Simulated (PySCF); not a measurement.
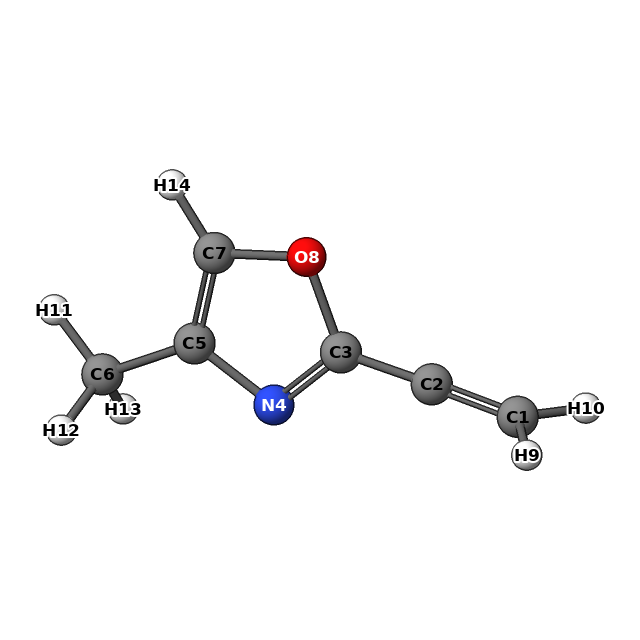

The questions are on Mulliken spin populations. State: neutral, doublet. Computed geometry: GFN2-xTB optimisation. No frequency run is at hand to confirm it as a minimum. Level of theory: UKS B3LYP, pcH-1 on C H N O, non-relativistic (PySCF 2.14.0).

Question: Which atom carries the largest spin population?

Answer: C2 (0.61 e).

Question: Which atom has the lowest spin population?

Answer: C3 (−0.18 e); a negative value comes from spin polarisation.

Give the Mulliken spin populations atom by atom.

```csv
atom,value (e)
C1,−0.11
C2,0.61
C3,−0.18
N4,0.29
C5,−0.10
C6,0.01
C7,0.33
O8,0.07
H9,0.05
H10,0.05
H11,0.00
H12,0.00
H13,0.00
H14,−0.01
```

Mulliken values depend strongly on the basis set.
